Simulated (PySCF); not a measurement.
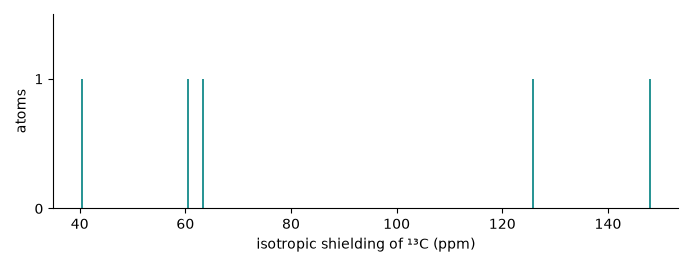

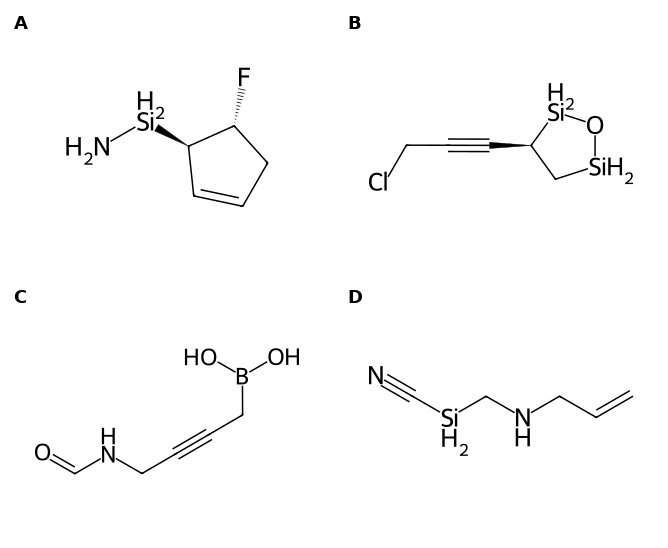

The sticks are computed shieldings of one of the molecules, for one fixed geometry (GFN2-xTB) without averaging over rotations. Low shielding means a high chemical shift. Method: GIAO PBE0/pcSseg-1 NMR shielding, non-relativistic, gas phase (PySCF 2.14.0).

Match the spectrum to a structure.

D, `C=CCNC[SiH2]C#N`. Its 5 C atoms give lines at 40.4, 60.5, 63.4, 125.9, 147.9 ppm.

The geometry is semi-empirical. Around B, Si such bond lengths and angles can be off by a tenth of an ångström or more and by several degrees, and values that hang on the shape move with them.
